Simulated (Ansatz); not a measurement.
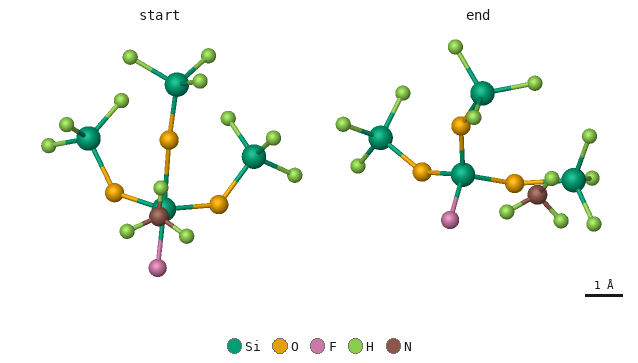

The structure of Si4NH12O3F (started from a transition state, displaced along its imaginary mode) before (left) and after (right) a relaxation, at one scale.

A ball-and-stick model, seen at a tilt.

These are results of Ansatz 0.2.0, RKS PBE0-D4/def2-TZVP, not measurements.

Input file:
```yaml
crystal:
  periodic: [false, false, false]
  atoms:
    - {symbol: Si, position_ang: [0.476747, -0.664761, 1.292007]}
    - {symbol: O, position_ang: [0.119847, 0.507750, -0.397573]}
    - {symbol: Si, position_ang: [-0.233821, 1.256061, -1.787017]}
    - {symbol: O, position_ang: [-0.961400, -0.218375, 1.854180]}
    - {symbol: Si, position_ang: [-2.176944, 0.655613, 1.130842]}
    - {symbol: O, position_ang: [0.854076, -1.900665, 0.337248]}
    - {symbol: Si, position_ang: [0.514361, -2.201084, -1.259151]}
    - {symbol: F, position_ang: [1.100790, -1.249300, 2.689615]}
    - {symbol: H, position_ang: [1.540338, 1.111837, 0.615658]}
    - {symbol: N, position_ang: [1.777356, 0.716559, 1.291374]}
    - {symbol: H, position_ang: [-1.221102, 2.370303, -1.612573]}
    - {symbol: H, position_ang: [0.976707, 1.902676, -2.426313]}
    - {symbol: H, position_ang: [-0.812473, 0.334050, -2.825085]}
    - {symbol: H, position_ang: [-3.315765, 0.523468, 2.077363]}
    - {symbol: H, position_ang: [-1.816708, 2.088925, 1.033230]}
    - {symbol: H, position_ang: [-2.584405, 0.102805, -0.177838]}
    - {symbol: H, position_ang: [1.395508, -1.414612, -2.152550]}
    - {symbol: H, position_ang: [0.821462, -3.642196, -1.437331]}
    - {symbol: H, position_ang: [-0.913026, -1.961039, -1.560138]}
    - {symbol: H, position_ang: [2.730449, 0.365289, 1.203866]}
    - {symbol: H, position_ang: [1.728003, 1.316995, 2.110185]}
basis:
  gaussian: {orbitals: def2-TZVP}
hamiltonian: {xc: pbe0, dispersion: d4}
relax: {f_tol: 0.005, max_steps: 200}
```

Run as
```bash
ansatz run in.yaml --threads 4 --pin off --events-out ev --progress --plain --max-ram 46080MiB --backend cuda --devices 0, --max-vram 37GiB
```

**What changed between the two?**

H17 moves most after the best rigid fit: 2.45 Å. By element the largest moves are H 2.45 Å, N 1.81 Å, F 1.78 Å, Si 1.39 Å, O 0.92 Å. Some distances before and after: Si1–H9 2.178 → 4.145 Å, Si1–N10 1.897 → 3.302 Å, Si1–O2 2.087 → 1.608 Å, H9–N10 0.818 → 1.013 Å. Bonds break: Si1–N10 (1.90 → 3.30 Å). Among the angles between lasting bonds that change: O2–Si1–F8 162.9° → 109.7°, Si1–O2–Si3 173.1° → 149.1°, O2–Si1–O6 89.5° → 113.3°. The energy falls by 2.671 eV in 100 accepted moves (110 points after the start). Largest force component: 14 eV/Å at the start, 0.0049 eV/Å at the end. The line search rejected the trial steps at points 20, 38, 40, 43, 44, 48, 49, 87 and more of the run.
